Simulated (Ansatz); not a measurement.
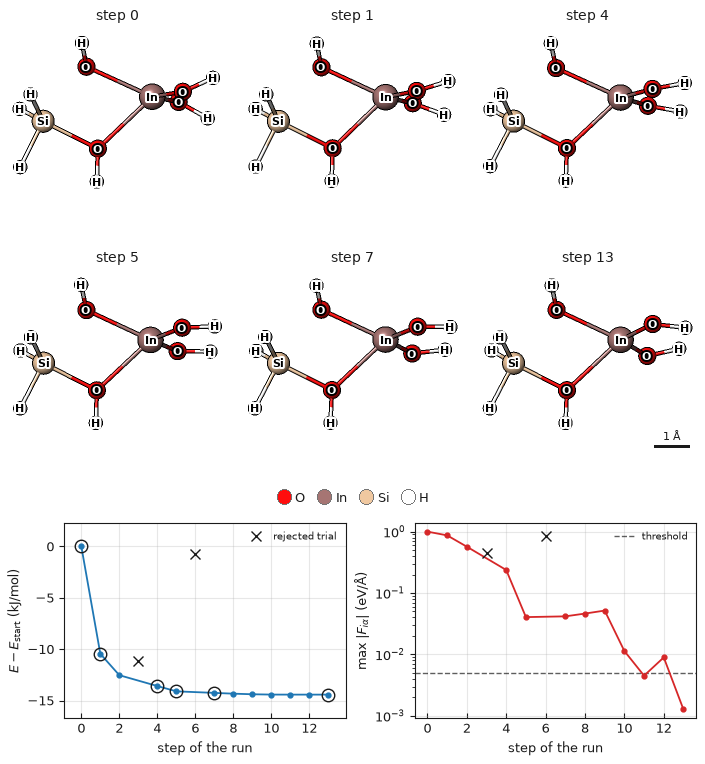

Frames of a relaxation of InSiH7O4, marked on the history of the run. Style: ball-and-stick. Shown from a free direction.

The start comes from PBE-D4/def2-SVP.

Theory: Ansatz, RKS PBE0-D4/def2-TZVP.

Input
```yaml
crystal:
  periodic: [false, false, false]
  atoms:
    - {symbol: O, position_ang: [-0.343554, 2.393254, 1.259331]}
    - {symbol: In, position_ang: [-1.069700, 0.760611, 0.304305]}
    - {symbol: O, position_ang: [-0.148235, -1.017775, 0.979712]}
    - {symbol: O, position_ang: [-2.854506, 0.415996, -0.578044]}
    - {symbol: O, position_ang: [0.569575, 0.126026, -1.046579]}
    - {symbol: Si, position_ang: [1.404263, -1.309504, -0.368198]}
    - {symbol: H, position_ang: [-1.085004, 2.905107, 1.636758]}
    - {symbol: H, position_ang: [0.215135, -0.971713, 1.884366]}
    - {symbol: H, position_ang: [-3.194582, 1.259266, -0.936277]}
    - {symbol: H, position_ang: [0.981545, 0.473198, -1.857540]}
    - {symbol: H, position_ang: [0.785407, -2.650225, -0.628821]}
    - {symbol: H, position_ang: [2.294362, -1.175877, 0.843358]}
    - {symbol: H, position_ang: [2.465594, -1.243363, -1.477671]}
basis:
  gaussian: {orbitals: def2-TZVP}
hamiltonian: {xc: pbe0, dispersion: d4}
relax: {f_tol: 0.005, max_steps: 150}
```

Command:
```bash
ansatz run in.yaml --threads 4 --pin off --events-out ev --progress --plain --max-ram 11315MiB
```

What happens along the run?

After 11 accepted moves (13 points after the start) the energy has fallen by 14.4 kJ/mol. Largest force component: 1 eV/Å at the start, 0.0013 eV/Å at the end. The line search rejected the trial steps at points 3, 6 of the run. The forces were under the threshold at step 11, but the run went on from there. O4 moves most after the best rigid fit: 0.38 Å. Largest moves by element: O 0.38 Å, H 0.34 Å, In 0.06 Å, Si 0.01 Å. Some distances before and after: In2–O3 2.114 → 2.067 Å, In2–O4 2.021 → 1.976 Å, O1–In2 2.026 → 1.982 Å, O5–Si6 1.794 → 1.751 Å. Bond angles that change, for instance: O1–In2–O5 104.6° → 112.3°, O3–In2–O4 112.4° → 118.3°, O4–In2–O5 109.8° → 104.4°. Groups turn about In2–O4 by about 45°, O1–In2 by about 35°. The run took 120 s on 4 threads of Intel Xeon @ 2.70GHz, with other jobs on the host. From step 0 to 1: H9 moves most (0.13 Å), energy −10.4 kJ/mol. From step 1 to 4: H9 moves most (0.10 Å), energy −3.14 kJ/mol. From step 4 to 5: O4 moves most (0.10 Å), energy −0.52 kJ/mol. From step 5 to 7: O4 moves most (0.07 Å), energy −0.15 kJ/mol. From step 7 to 13: O1 moves most (0.08 Å), energy −0.17 kJ/mol.
